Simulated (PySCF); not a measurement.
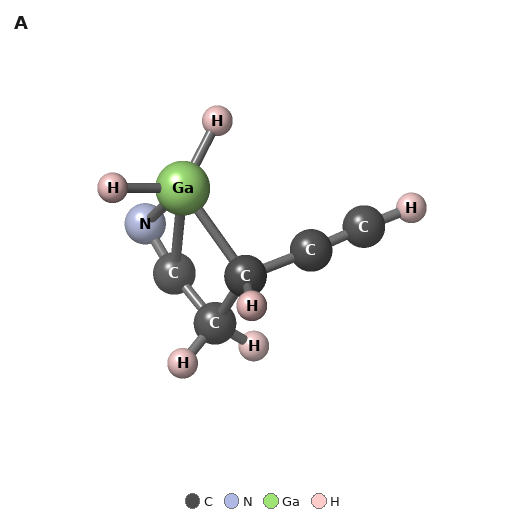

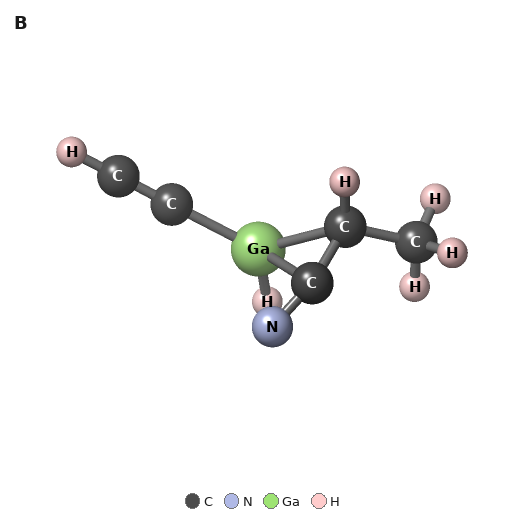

2 stationary structures of one formula. Geometries: GFN2-xTB. Electronic energies: CAM-B3LYP/def2-SVPD (PySCF 2.14.0), without zero-point energy. No frequency run is at hand to confirm each as a minimum. Each is one conformer, not always the lowest.

Question: Rank them by energy, lowest first.

Answer: B is lowest; A lies 0.573 eV above it.

The geometry is semi-empirical. Around Ga such bond lengths and angles can be off by a tenth of an ångström or more and by several degrees, and values that hang on the shape move with them.
